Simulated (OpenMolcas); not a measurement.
## Single-point calculation of O₃

- system: O₃, SMILES O=[O+][O-]
- method: HF/def2-TZVPP, RHF (OpenMolcas 26.06)

The geometry comes from this level: PBE0-D4/def2-TZVP.

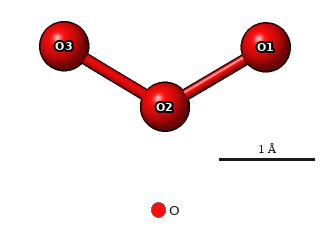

Figure 1. The structure as given in the input (ball-and-stick view, seen on its broad side; atoms are numbered from 1 in the order of the input).

**Key numbers**

- outcome: converged
- total energy: −224.362808 hartree
- basis functions: 93
- HOMO: −13.36 eV
- LUMO: −0.75 eV
- dipole moment: 0.85 debye
- hardware: 1 thread of Arm Neoverse V1, 24 GiB of memory available, shared host
- wall time: 6.9 s
- peak memory: 0.51 GiB

**Input**
```
* O3 Hartree-Fock

&GATEWAY
 BasLib
 $CurrDir
 Coord
 3
 angstrom
 O        0.848700      -0.535900       0.409500
 O       -0.228900      -0.317600      -0.159400
 O       -0.619800       0.853500      -0.250100
 Basis
 def2-TZVPP
 Group
 NoSym

&SEWARD

&SCF
 PrOrbitals
 1 2
```

Run as:
```bash
export MOLCAS_MEM=1860
pymolcas step1.input > step1.log
```

**The program's output**
```
--- Start Module: gateway ---

                                              &GATEWAY

                       available to each process: 1.9 GB of memory, 1 thread

 Basis Set     1 Label: O.DEF2-TZVPP
 Basis set is read from library:.
 basistype.tbl is not found

++    Symmetry information:
      ---------------------

                    Character Table for C1

                             E
                    a        1  x, y, xy, Rz, z, xz, Ry, yz, Rx, I
--

++    Basis set information:
      ----------------------

      Basis set label: O.DEF2-TZVPP.........

      Electronic valence basis set:
      ------------------
      Associated Effective Charge   8.000000 au
      Associated Actual Charge      8.000000 au
      Nuclear Model: Point charge

      Shell  nPrim  nBasis  Cartesian Spherical Contaminant
         s      11       5        X
         p       6       3        X
         d       2       2                 X
         f       1       1                 X
--

++    Molecular structure info:
      -------------------------

                    ************************************************
                    **** Cartesian Coordinates / bohr, angstrom ****
                    ************************************************

     Center  Label                x              y              z                     x              y              z
        1      O1               1.603811      -1.012704       0.773843              0.848700      -0.535900       0.409500
        2      O2              -0.432558      -0.600177      -0.301222             -0.228900      -0.317600      -0.159400
        3      O3              -1.171252       1.612881      -0.472621             -0.619800       0.853500      -0.250100

                    ***************************************
                    *    InterNuclear Distances / bohr    *
                    ***************************************

               1 O1            2 O2            3 O3
    1 O1       0.000000
    2 O2       2.339389        0.000000
    3 O3       4.018500        2.339374        0.000000

                    *******************************************
                    *    InterNuclear Distances / angstrom    *
                    *******************************************

               1 O1            2 O2            3 O3
    1 O1       0.000000
    2 O2       1.237951        0.000000
    3 O3       2.126499        1.237944        0.000000

                    **************************************
                    *    Valence Bond Angles / degree    *
                    **************************************
                          Atom centers                 Phi
                      1 O1       2 O2       3 O3       118.38
--

            Nuclear Potential Energy             70.64164831 au

--- Stop Module: gateway /rc=_RC_ALL_IS_WELL_ ---

--- Start Module: seward ---

                                              &SEWARD

                       available to each process: 1.9 GB of memory, 1 thread

               SEWARD will generate:
                  Multipole Moment integrals up to order  2
                  Kinetic Energy integrals
                  Nuclear Attraction integrals (point charge)
                  One-Electron Hamiltonian integrals
                  Velocity integrals
                  Orbital angular momentum around ( -0.0000  -0.0000   0.0000 )
                  Velocity quadrupole around ( -0.0000  -0.0000   0.0000 )
                  Two-Electron Repulsion integrals

                   Integrals are discarded if absolute value <: 1.00E-14
                   Integral cutoff threshold is set to       <: 1.00E-16

            Nuclear Potential Energy             70.64164831 au

      Basis set specifications :
      Symmetry species         a
      Basis functions           93

--- Stop Module: seward /rc=_RC_ALL_IS_WELL_ ---
--- Module seward spent 2 seconds ---

--- Start Module: scf ---

                                                &SCF

                       available to each process: 1.9 GB of memory, 1 thread

++    Input section:
      --------------

      Header of the integral files:

      Cartesian coordinates in angstrom:
      -----------------------------------------------------
      No.  Label        X            Y            Z
      -----------------------------------------------------
       1   O1         0.84870000  -0.53590000   0.40950000
       2   O2        -0.22890000  -0.31760000  -0.15940000
       3   O3        -0.61980000   0.85350000  -0.25010000
      -----------------------------------------------------
      Nuclear repulsion energy =   70.64164831
--

++    Orbital specifications:
      -----------------------

      Symmetry species               1
                                     a
      Frozen orbitals                0
      Occupied orbitals             12
      Secondary orbitals            81
      Deleted orbitals               0
      Total number of orbitals      93
      Number of basis functions     93
--

      Molecular charge                           0.000

++    Optimization specifications:
      ----------------------------

      SCF Algorithm: Conventional
      Minimized density differences are used
      Number of density matrices in core                 5
      Maximum number of NDDO SCF iterations            400
      Maximum number of HF SCF iterations              400
      Threshold for SCF energy change             1.00E-09
      Threshold for density matrix                1.00E-04
      Threshold for Fock matrix                   1.50E-04
      Threshold for linear dependence             1.00E-09
      Threshold at which DIIS is turned on        1.50E-01
      Maximum depth in the DIIS procedure                5
      Maximum depth in the BFGS Hessian update          30
      Threshold at which QNR/C2DIIS is turned on  7.50E-02
      Threshold for Norm(delta) (QNR/C2DIIS)      1.00E-03
      All orbitals punched on: SCFORB
--

      Input vectors read from INPORB
      Orbital file label: *Guess orbitals

++ Convergence information
                                   SCF        iterations: Energy and convergence statistics

Iter     Tot. SCF        One-elec.       Two-elec.     Energy      Max Dij or  Max Fij      DNorm      TNorm      AccCon     Time
         Energy          Energy          Energy        Change      Delta Norm                                                in Sec.
   1  -223.697705737  -444.408683637   150.069329588   0.00E+00    6.18E-01*   2.66E-01*    4.85E+00   1.36E+02   None         0.
   2  -223.985740293  -450.940031084   156.312642479  -2.88E-01*   2.66E-01*   1.90E-01*    1.75E+00   1.39E+02   EDIIS        0.
   3  -224.308725354  -448.138988494   153.188614828  -3.23E-01*   2.41E-01*   9.79E-02*    6.39E-01   1.37E+02   EDIIS        0.
   4  -224.320813509  -448.973302677   154.010840857  -1.21E-02*   2.01E-02*   5.09E-02*    1.99E-01   1.38E+02   EDIIS        0.
   5  -224.362437323  -448.545052551   153.540966917  -4.16E-02*   5.26E-03*   3.66E-03*    3.96E-02   1.38E+02   c2DIIS       0.
   6  -224.362789996  -448.585508887   153.581070580  -3.53E-04*   2.11E-03*   9.35E-04*    6.62E-03   1.38E+02   QNRc2DIIS    0.
   7  -224.362803780  -448.581698399   153.577246308  -1.38E-05*   2.07E-03*   4.72E-04*    1.39E-03   1.38E+02   QNRc2DIIS    0.
   8  -224.362807266  -448.584996190   153.580540612  -3.49E-06*   4.05E-04    4.75E-04*    7.33E-04   1.38E+02   QNRc2DIIS    0.
   9  -224.362808085  -448.583857349   153.579400952  -8.19E-07*   4.51E-04    1.50E-04     1.39E-04   1.38E+02   QNRc2DIIS    0.
  10  -224.362808297  -448.583206974   153.578750365  -2.11E-07*   7.14E-05    1.42E-05     1.32E-04   1.38E+02   QNRc2DIIS    0.
  11  -224.362808302  -448.583844981   153.579388367  -5.55E-09*   1.67E-05    9.24E-06     6.82E-05   1.38E+02   QNRc2DIIS    0.
  12  -224.362808303  -448.583572331   153.579115716  -7.65E-10    7.93E-06    2.96E-06     2.68E-05   1.38E+02   QNRc2DIIS    0.

       Convergence after  12 Iterations
--

 *****************************************************************************************************************************
 *                                             SCF/KS-DFT Program, Final results                                             *
 *                                                       Final Results                                                       *
 *****************************************************************************************************************************

::    Total SCF energy                               -224.3628083029
      One-electron energy                            -448.5835723305
      Two-electron energy                             153.5791157160
      Nuclear repulsion energy                         70.6416483116
      Kinetic energy (interpolated)                   224.0483573263
      Virial theorem                                    1.0014034960
      Total spin, S(S+1)                                0.0000000000
      Total spin, S                                     0.0000000000
      Max non-diagonal density matrix element           0.0000102752
      Max non-diagonal Fock matrix element              0.0000010914

      All orbitals with orbital energies smaller than  E(LUMO)+0.5 are printed

++    Molecular orbitals:
      -------------------

      Title: SCF orbitals

      Molecular orbitals for symmetry species 1: a

      Basis set list:
        1 O1     1s                 20 O1     3d0                39 O2     2px                58 O2     4f1-               77 O3     3d2-
        2 O1     1s                 21 O1     3d1+               40 O2     2py                59 O2     4f0                78 O3     3d2-
        3 O1     1s                 22 O1     3d1+               41 O2     2py                60 O2     4f1+               79 O3     3d1-
        4 O1     1s                 23 O1     3d2+               42 O2     2py                61 O2     4f2+               80 O3     3d1-
        5 O1     1s                 24 O1     3d2+               43 O2     2pz                62 O2     4f3+               81 O3     3d0
        6 O1     2px                25 O1     4f3-               44 O2     2pz                63 O3     1s                 82 O3     3d0
        7 O1     2px                26 O1     4f2-               45 O2     2pz                64 O3     1s                 83 O3     3d1+
        8 O1     2px                27 O1     4f1-               46 O2     3d2-               65 O3     1s                 84 O3     3d1+
        9 O1     2py                28 O1     4f0                47 O2     3d2-               66 O3     1s                 85 O3     3d2+
       10 O1     2py                29 O1     4f1+               48 O2     3d1-               67 O3     1s                 86 O3     3d2+
       11 O1     2py                30 O1     4f2+               49 O2     3d1-               68 O3     2px                87 O3     4f3-
       12 O1     2pz                31 O1     4f3+               50 O2     3d0                69 O3     2px                88 O3     4f2-
       13 O1     2pz                32 O2     1s                 51 O2     3d0                70 O3     2px                89 O3     4f1-
       14 O1     2pz                33 O2     1s                 52 O2     3d1+               71 O3     2py                90 O3     4f0
       15 O1     3d2-               34 O2     1s                 53 O2     3d1+               72 O3     2py                91 O3     4f1+
       16 O1     3d2-               35 O2     1s                 54 O2     3d2+               73 O3     2py                92 O3     4f2+
       17 O1     3d1-               36 O2     1s                 55 O2     3d2+               74 O3     2pz                93 O3     4f3+
       18 O1     3d1-               37 O2     2px                56 O2     4f3-               75 O3     2pz
       19 O1     3d0                38 O2     2px                57 O2     4f2-               76 O3     2pz

  Index Energy  Occupation Coefficients ...

    1  -20.9216    2.0000         32 O2     1s     ( 0.436),    33 O2     1s     ( 0.643),

    2  -20.7006    2.0000          1 O1     1s     (-0.336),     2 O1     1s     (-0.496),    63 O3     1s     ( 0.277),    64 O3     1s     ( 0.409),

    3  -20.7006    2.0000          1 O1     1s     ( 0.277),     2 O1     1s     ( 0.409),    63 O3     1s     ( 0.336),    64 O3     1s     ( 0.496),

    4   -1.7879    2.0000         33 O2     1s     (-0.197),    34 O2     1s     ( 0.290),    35 O2     1s     ( 0.375),

    5   -1.4562    2.0000          2 O1     1s     ( 0.159),     3 O1     1s     (-0.232),     4 O1     1s     (-0.306),    64 O3     1s     (-0.159),
                                  65 O3     1s     ( 0.231),    66 O3     1s     ( 0.306),

    6   -1.0809    2.0000          3 O1     1s     ( 0.206),     4 O1     1s     ( 0.300),    34 O2     1s     (-0.243),    35 O2     1s     (-0.359),
                                  36 O2     1s     (-0.191),    65 O3     1s     ( 0.206),    66 O3     1s     ( 0.300),

    7   -0.8491    2.0000          9 O1     2py    ( 0.181),    10 O1     2py    ( 0.157),    37 O2     2px    ( 0.190),    38 O2     2px    ( 0.166),
                                  40 O2     2py    ( 0.264),    41 O2     2py    ( 0.231),    43 O2     2pz    ( 0.133),    68 O3     2px    ( 0.174),
                                  69 O3     2px    ( 0.150),

    8   -0.8102    2.0000          3 O1     1s     (-0.136),     4 O1     1s     (-0.200),     5 O1     1s     (-0.172),     6 O1     2px    (-0.202),
                                   7 O1     2px    (-0.163),    37 O2     2px    ( 0.203),    38 O2     2px    ( 0.183),    40 O2     2py    (-0.192),
                                  41 O2     2py    (-0.173),    65 O3     1s     ( 0.136),    66 O3     1s     ( 0.200),    67 O3     1s     ( 0.172),
                                  71 O3     2py    ( 0.234),    72 O3     2py    ( 0.190),

    9   -0.8051    2.0000         12 O1     2pz    ( 0.166),    37 O2     2px    (-0.172),    38 O2     2px    (-0.160),    43 O2     2pz    ( 0.314),
                                  44 O2     2pz    ( 0.292),    74 O3     2pz    ( 0.166),

   10   -0.5641    2.0000          9 O1     2py    (-0.359),    10 O1     2py    (-0.323),    11 O1     2py    (-0.192),    68 O3     2px    ( 0.313),
                                  69 O3     2px    ( 0.282),

   11   -0.5454    2.0000          9 O1     2py    ( 0.273),    10 O1     2py    ( 0.245),    11 O1     2py    ( 0.167),    36 O2     1s     ( 0.164),
                                  40 O2     2py    (-0.186),    41 O2     2py    (-0.160),    68 O3     2px    ( 0.208),    69 O3     2px    ( 0.187),
                                  71 O3     2py    ( 0.204),    72 O3     2py    ( 0.182),

   12   -0.4909    2.0000          6 O1     2px    ( 0.159),     7 O1     2px    ( 0.149),    12 O1     2pz    (-0.290),    13 O1     2pz    (-0.271),
                                  14 O1     2pz    (-0.190),    68 O3     2px    (-0.159),    69 O3     2px    (-0.149),    74 O3     2pz    ( 0.290),
                                  75 O3     2pz    ( 0.271),    76 O3     2pz    ( 0.190),

   13   -0.0277    0.0000         12 O1     2pz    ( 0.237),    13 O1     2pz    ( 0.213),    14 O1     2pz    ( 0.279),    37 O2     2px    ( 0.169),
                                  39 O2     2px    ( 0.177),    43 O2     2pz    (-0.308),    44 O2     2pz    (-0.290),    45 O2     2pz    (-0.322),
                                  74 O3     2pz    ( 0.237),    75 O3     2pz    ( 0.213),    76 O3     2pz    ( 0.279),

   14    0.3048    0.0000         36 O2     1s     ( 2.881),

   15    0.3699    0.0000          5 O1     1s     (-1.634),     8 O1     2px    ( 1.241),    39 O2     2px    ( 1.475),    42 O2     2py    (-1.395),
                                  67 O3     1s     ( 1.634),    73 O3     2py    (-1.379),

   16    0.4397    0.0000          4 O1     1s     ( 0.937),     5 O1     1s     (-1.312),    35 O2     1s     ( 0.802),    66 O3     1s     ( 0.937),
                                  67 O3     1s     (-1.312),

--

++    Molecular charges:
      ------------------

      Mulliken charges per centre and basis function type
      ---------------------------------------------------

                O1      O2      O3
      1s       3.9457  3.7230  3.9457
      2px      1.0052  1.2187  1.6981
      2pz      1.2763  1.2276  1.4929
      2py      1.9080  1.3129  0.9984
      3d2+     0.0131  0.0394  0.0134
      3d1+     0.0149  0.0211  0.0013
      3d0      0.0081  0.0175  0.0054
      3d1-     0.0025  0.0265  0.0123
      3d2-     0.0073  0.0330  0.0136
      4f3+     0.0009  0.0019  0.0016
      4f2+     0.0011  0.0015  0.0005
      4f1+     0.0008  0.0010  0.0001
      4f0      0.0004  0.0007  0.0004
      4f1-     0.0001  0.0006  0.0008
      4f2-     0.0006  0.0009  0.0003
      4f3-     0.0008  0.0020  0.0011
      Total    8.1858  7.6284  8.1858

      N-E     -0.1858  0.3716 -0.1858

      Total electronic charge=   24.000000

      Total            charge=   -0.000000
--

++    Molecular properties:
      ---------------------

      Charge (e):
                      =   -0.0000
      Dipole Moment (debye):
      Origin of the operator (angstrom)=   -0.0000   -0.0000    0.0000
                   X= -4.6106E-01               Y= -6.3954E-01               Z= -3.2105E-01           Total=  8.5127E-01
      Quadrupole Moment (debye*angstrom):
      Origin of the operator (angstrom)=   -0.0000   -0.0000    0.0000
                  XX= -1.6284E+01              XY=  8.4513E-01              XZ= -8.2642E-01              YY= -1.6432E+01
                  YZ=  2.7198E-01              ZZ= -1.5042E+01
      In traceless form (debye*angstrom)
                  XX= -5.4678E-01              XY=  1.2677E+00              XZ= -1.2396E+00              YY= -7.6940E-01
                  YZ=  4.0797E-01              ZZ=  1.3162E+00
--

--- Stop Module: scf /rc=_RC_ALL_IS_WELL_ ---
--- Module scf spent 3 seconds ---

.##################.
.# Happy landing! #.
.##################.

    Timing: Wall=6.66 User=5.26 System=1.39
```

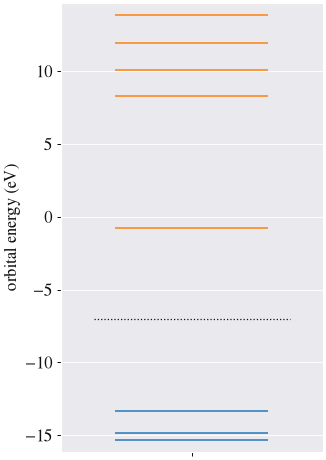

Figure 2. Orbital energies near the frontier; the dotted line parts filled from empty levels, and levels within 0.02 eV of each other stand side by side. Highest filled −13.36 eV, lowest empty −0.75 eV, 12.61 eV apart.

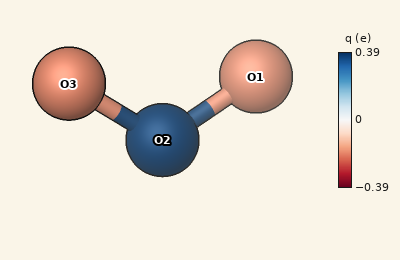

Figure 3. Mulliken charges, as the colour of each atom (ball-and-stick view, seen at a tilt; atoms are numbered from 1 in the order of the input). By element: O −0.19 to +0.37 e.
